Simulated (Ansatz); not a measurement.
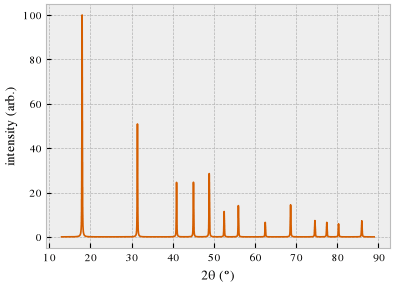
Fig. 1. Simulated powder pattern, Co Kα, λ = 1.79026 Å

The pattern belongs to a structure relaxed with PBE (plane waves, PAW; program Ansatz).

Q: Which of these materials gives this?
A. Sb, I4_132 (Sb on 8a)
B. SbPt, CsCl type
C. GaSb, CsCl type
D. GaSb, rock salt

A: A, Sb, I4_132 (Sb on 8a)

The start of the workflow was typed in or built on a structure type; neither database checked (COD, Materials Project) lists it. It is not the phase usual at ambient conditions (space group No. 166). The cell was relaxed with PBE under the symmetry of its start; whether a distortion lowers the energy is not shown. The volume moved by 71 % from the start of the relaxation. Scalar-relativistic: spin–orbit coupling is off unless named, which matters more the heavier the elements.

Potentials: the earlier of the program's two PAW sets.
